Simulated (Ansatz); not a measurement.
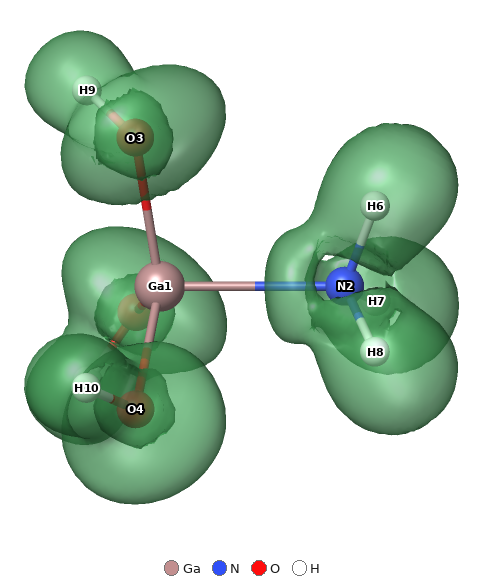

Figure. GaH$_{6}$NO$_{3}$. Isosurface of the ELF at 0.75 (green), seen across its widest extent. Only the valence region is drawn (cores and ρ < 0.01 e/Å³ removed).

Geometry: PBE0-D4/def2-SVP.

Computed with isolated molecule in a Gaussian basis; Kohn-Sham density functional theory, functional PBE0 (Ansatz).

Input

```
basis:
  gaussian: {orbitals: def2-SVPD}
crystal:
  periodic: [false, false, false]
  atoms:
    - {symbol: Ga, position_ang: [0.462136, -0.208539, -0.233212]}
    - {symbol: "N", position_ang: [-1.254407, 0.556354, 0.653452]}
    - {symbol: O, position_ang: [1.632964, 0.133994, 1.100763]}
    - {symbol: O, position_ang: [0.509427, 0.858967, -1.691364]}
    - {symbol: O, position_ang: [-0.084195, -1.917185, -0.456469]}
    - {symbol: H, position_ang: [-1.031022, 0.910684, 1.583208]}
    - {symbol: H, position_ang: [-1.956843, -0.178660, 0.732299]}
    - {symbol: H, position_ang: [-1.623817, 1.316335, 0.082585]}
    - {symbol: H, position_ang: [2.094924, -0.655962, 1.396085]}
    - {symbol: H, position_ang: [1.342755, 1.331496, -1.774442]}
    - {symbol: H, position_ang: [-0.026621, -2.204582, -1.372304]}
hamiltonian: {xc: {name: PBE0}}
output: {forces: true, orbitals: {seedname: orbitals}}
```

Run with:

```sh
ansatz run input.yaml --threads 2 --pin off --max-ram 5220MiB --events-out events.jsonl --progress --plain --runs-dir runs
```

Question: What do the ELF domains correspond to?

Answer: The surface consists of one joined region spread over several atoms (H, N), in which their bonds and any lone pairs are merged and three joined regions spread over several atoms (H, O), in which their bonds and any lone pairs are merged. Profiles from the grid: Ga–O (1.81 Å): the ELF peaks at about 0.85 in the valence shell of O, 0.6 Å from its nucleus, and is about 0.20 at the midpoint. Ga–N (2.08 Å): the ELF peaks at about 0.95 in the valence shell of N, 0.6 Å from its nucleus, and is about 0.35 at the midpoint.
